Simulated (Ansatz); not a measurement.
**CH8ClGeNSi: how energies converge with the basis set**

How large a basis does CH8ClGeNSi need? Two functionals are run in growing sets.

The runs use Ansatz 0.2.0, Gaussian basis; one geometry, several basis sets.

The runs, in order: PBE0-D4/def2-SVP; ωB97M-V/def2-SVP; PBE0-D4/def2-QZVPP; ωB97M-V/def2-QZVPP; the functionals' def2-TZVPP values are taken from earlier runs.

### 1 Structure used throughout

The geometry comes from an earlier relaxation with PBE0-D4 in a triple-zeta def2 set; it is a stationary point, not always the lowest conformer.

SMILES `C[N]([GeH3])[SiH2]Cl`, 13 atoms, charge 0, spin multiplicity 1.

Atoms are counted from 1 here; the program's logs count them from 0.

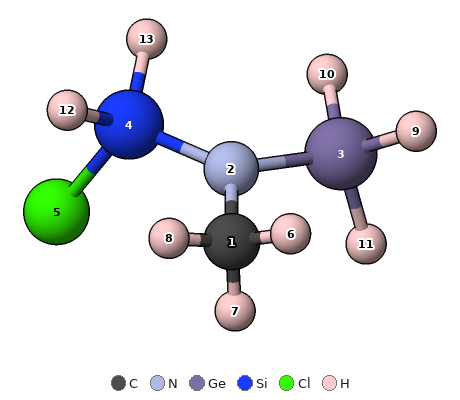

The structure; carbon dark grey, nitrogen light blue, germanium purple, silicon blue, chlorine green, hydrogen pink; atoms are numbered from 1 in the order of the file.

### 2 PBE0-D4 in def2-SVP

File in.yaml:

```yaml
crystal:
  periodic: [false, false, false]
  atoms:
    - {symbol: C, position_ang: [-1.393875, -0.541891, 0.344061]}
    - {symbol: N, position_ang: [-0.084148, 0.078495, 0.180659]}
    - {symbol: Ge, position_ang: [1.362571, -1.029753, 0.496252]}
    - {symbol: Si, position_ang: [0.041647, 1.560292, -0.641971]}
    - {symbol: Cl, position_ang: [-0.172568, 1.392009, -2.696938]}
    - {symbol: H, position_ang: [-1.469736, -1.040911, 1.315812]}
    - {symbol: H, position_ang: [-1.608163, -1.282739, -0.435204]}
    - {symbol: H, position_ang: [-2.183308, 0.214491, 0.306344]}
    - {symbol: H, position_ang: [1.242488, -1.536348, 1.944400]}
    - {symbol: H, position_ang: [2.635346, -0.202380, 0.287548]}
    - {symbol: H, position_ang: [1.318772, -2.232226, -0.465533]}
    - {symbol: H, position_ang: [-1.055318, 2.458228, -0.211861]}
    - {symbol: H, position_ang: [1.386790, 2.128030, -0.408766]}
basis:
  gaussian: {orbitals: def2-SVP}
hamiltonian: {xc: pbe0, dispersion: d4}
output: {orbitals: {seedname: orbitals}}
```

Run with:

```bash
$ ansatz run in.yaml --threads 4 --pin off --events-out ev --progress --plain --max-ram 11315MiB
```

Output:

```text
Functional definition: PBE0
  name "PBE0"
  cite "Adamo & Barone, J. Chem. Phys. 110, 6158 (1999) doi:10.1063/1.478522"
  cite "Perdew, Burke & Ernzerhof, Phys. Rev. Lett. 77, 3865 (1996) doi:10.1103/PhysRevLett.77.3865"
  parent pbe
  parameter a = 0.25
  parameter kappa = 0.804
  parameter beta = 0.06672455060314922
  exchange = (1 - a)*pbe_x(kappa = kappa, mu = beta*pi^2/3) + a*exact_x
  correlation = pbe_c(beta = beta)
1337 factors; integrals over basis functions are off by at most 1.4e-3 eV
mean field evaluation 1: about -79539.2081 eV, gradient 5.0e1 eV
mean field evaluation 2: about -79529.4653 eV, gradient 8.1e1 eV
mean field evaluation 4: about -79544.4921 eV, gradient 3.6e0 eV
mean field evaluation 8: about -79544.6073 eV, gradient 1.4e-1 eV
mean field evaluation 16: about -79544.6074 eV, gradient 2.3e-5 eV
mean field -79544.60737243 eV, -2923.2104036654 hartree, gradient 2.3e-5 eV, S^2 0.000000; 0 other end points of the search recorded, 0 dependent functions left out
reference -79544.60740317 eV, -2923.2104047952 hartree; 42, 42 occupied and 94, 94 virtual orbitals, 1337 factors
Total energy: -79544.91406093 eV, -2923.2216742600 hartree
```

Run time: 1.9 s. Hardware: 4 threads of Arm Neoverse V2, shared host.

### 3 ωB97M-V in def2-SVP

in.yaml, as its differences from that of step 2:

```diff
@@ -18,3 +18,3 @@
   gaussian: {orbitals: def2-SVP}
-hamiltonian: {xc: pbe0, dispersion: d4}
+hamiltonian: {xc: {name: wB97M-V}}
 output: {orbitals: {seedname: orbitals}}
```

Launched as before.

Output, shortened:

```text
Functional definition: wB97M-V
  name "wB97M-V"
  cite "Mardirossian & Head-Gordon, J. Chem. Phys. 144, 214110 (2016) doi:10.1063/1.4952647"
  cite "Becke, J. Chem. Phys. 107, 8554 (1997) doi:10.1063/1.475007"
  cite "Vydrov & Van Voorhis, J. Chem. Phys. 133, 244103 (2010) doi:10.1063/1.3521275"
  # Of w^i u^j: cxij and so on, Table III.
[...]
  gx(w, u) = 1 - cx + cx01*u + cx10*w
  gss(w, u) = css00 + css04*u^4 + css10*w + css20*w^2 + css43*w^4*u^3
  gos(w, u) = cos00 + cos10*w + (cos20 + cos21*u)*w^2 + (cos60 + cos61*u)*w^6
[...]
      + integral(e_c_pw_mod_opposite_spin*gos(b97_w_opposite, b97_u_opposite)) + vv10(b, c)
1337 factors; integrals over basis functions are off by at most 1.4e-3 eV
403 factors; integrals over basis functions are off by at most 6.3e-6 eV
[...]
mean field -79556.44639823 eV, -2923.6454798386 hartree, gradient 2.5e-5 eV, S^2 0.000000; 0 other end points of the search recorded, 0 dependent functions left out
reference -79556.44644533 eV, -2923.6454815698 hartree; 42, 42 occupied and 94, 94 virtual orbitals, 1337 factors
Total energy: -79556.44644533 eV, -2923.6454815698 hartree
```

Run time: 7 s. Hardware: 4 threads of Arm Neoverse V2, shared host.

### 4 PBE0-D4 in def2-QZVPP

in.yaml, as its differences from that of step 3:

```diff
@@ -17,4 +17,4 @@
 basis:
-  gaussian: {orbitals: def2-SVP}
-hamiltonian: {xc: {name: wB97M-V}}
+  gaussian: {orbitals: "def2-QZVPP.json"}
+hamiltonian: {xc: pbe0, dispersion: d4}
 output: {orbitals: {seedname: orbitals}}
```

Launched as before.

Output:

```text
Functional definition: PBE0
  name "PBE0"
  cite "Adamo & Barone, J. Chem. Phys. 110, 6158 (1999) doi:10.1063/1.478522"
  cite "Perdew, Burke & Ernzerhof, Phys. Rev. Lett. 77, 3865 (1996) doi:10.1103/PhysRevLett.77.3865"
  parent pbe
  parameter a = 0.25
  parameter kappa = 0.804
  parameter beta = 0.06672455060314922
  exchange = (1 - a)*pbe_x(kappa = kappa, mu = beta*pi^2/3) + a*exact_x
  correlation = pbe_c(beta = beta)
2153 factors; their error is unknown
mean field evaluation 1: about -79555.3262 eV, gradient 6.5e1 eV
mean field evaluation 2: about -79534.5614 eV, gradient 1.1e2 eV
mean field evaluation 4: about -79563.6936 eV, gradient 6.8e0 eV
mean field evaluation 8: about -79563.7709 eV, gradient 8.0e-2 eV
mean field evaluation 16: about -79563.9310 eV, gradient 5.5e-5 eV
mean field -79563.93100297 eV, -2923.9205339899 hartree, gradient 5.5e-5 eV, S^2 0.000000; 0 other end points of the search recorded, 0 dependent functions left out
reference -79563.93104810 eV, -2923.9205356481 hartree; 42, 42 occupied and 541, 541 virtual orbitals, 2153 factors
Total energy: -79564.23770586 eV, -2923.9318051129 hartree
```

Run time: 17 s. Hardware: 4 threads of Arm Neoverse V2, shared host; peak memory 2.9 GiB.

### 5 ωB97M-V in def2-QZVPP

in.yaml, as its differences from that of step 4:

```diff
@@ -18,3 +18,3 @@
   gaussian: {orbitals: "def2-QZVPP.json"}
-hamiltonian: {xc: pbe0, dispersion: d4}
+hamiltonian: {xc: {name: wB97M-V}}
 output: {orbitals: {seedname: orbitals}}
```

Same command.

Output, shortened:

```text
Functional definition: wB97M-V
  name "wB97M-V"
  cite "Mardirossian & Head-Gordon, J. Chem. Phys. 144, 214110 (2016) doi:10.1063/1.4952647"
  cite "Becke, J. Chem. Phys. 107, 8554 (1997) doi:10.1063/1.475007"
  cite "Vydrov & Van Voorhis, J. Chem. Phys. 133, 244103 (2010) doi:10.1063/1.3521275"
  # Of w^i u^j: cxij and so on, Table III.
[...]
  gx(w, u) = 1 - cx + cx01*u + cx10*w
  gss(w, u) = css00 + css04*u^4 + css10*w + css20*w^2 + css43*w^4*u^3
  gos(w, u) = cos00 + cos10*w + (cos20 + cos21*u)*w^2 + (cos60 + cos61*u)*w^6
[...]
      + integral(e_c_pw_mod_opposite_spin*gos(b97_w_opposite, b97_u_opposite)) + vv10(b, c)
2105 factors; their error is unknown
472 factors; integrals over basis functions are off by at most 1.6e-5 eV
[...]
mean field -79575.80539840 eV, -2924.3569099730 hartree, gradient 1.9e-5 eV, S^2 0.000000; 0 other end points of the search recorded, 0 dependent functions left out
reference -79575.80547099 eV, -2924.3569126406 hartree; 42, 42 occupied and 541, 541 virtual orbitals, 2105 factors
Total energy: -79575.80547099 eV, -2924.3569126406 hartree
```

Wall time 36 s (4 threads of Arm Neoverse V2, shared host); peak memory 3.5 GiB.

### 6 Density functionals: the series

The def2-TZVPP values come from earlier runs at the same geometry.

| functional | basis | functions | energy (eV) | from the largest (eV) | HOMO (eV) | LUMO (eV) |
| --- | --- | --- | --- | --- | --- | --- |
| PBE0-D4 | def2-SVP | 136 | -79544.9141 | 19.324 | -7.21 | 0.45 |
| PBE0-D4 | def2-TZVPP | 306 | -79562.2057 | 2.032 | -7.29 | 0.14 |
| PBE0-D4 | def2-QZVPP | 583 | -79564.2377 | 0.000 | -7.30 | -0.02 |
| ωB97M-V | def2-SVP | 136 | -79556.4464 | 19.359 | -9.44 | 2.30 |
| ωB97M-V | def2-TZVPP | 306 | -79573.8448 | 1.961 | -9.56 | 1.88 |
| ωB97M-V | def2-QZVPP | 583 | -79575.8055 | 0.000 | -9.57 | 1.52 |

### 7 Outcome

```
                                       quantity           value
PBE0-D4: double and triple zeta above quadruple  19.32, 2.03 eV
ωB97M-V: double and triple zeta above quadruple  19.36, 1.96 eV
```

**Reading.** For PBE0-D4 the step from double to triple zeta gains 17.29 eV and the next only 2.03 eV. These are total energies; as a rule much of such shifts cancels in differences, which this series doesn't test. The LUMO of ωB97M-V is positive and keeps falling with the basis (2.30 to 1.52 eV): an unbound level that the basis holds in place.

For PBE0-D4 the largest set took about 9 times as long as the smallest (17 s against 1.9 s).
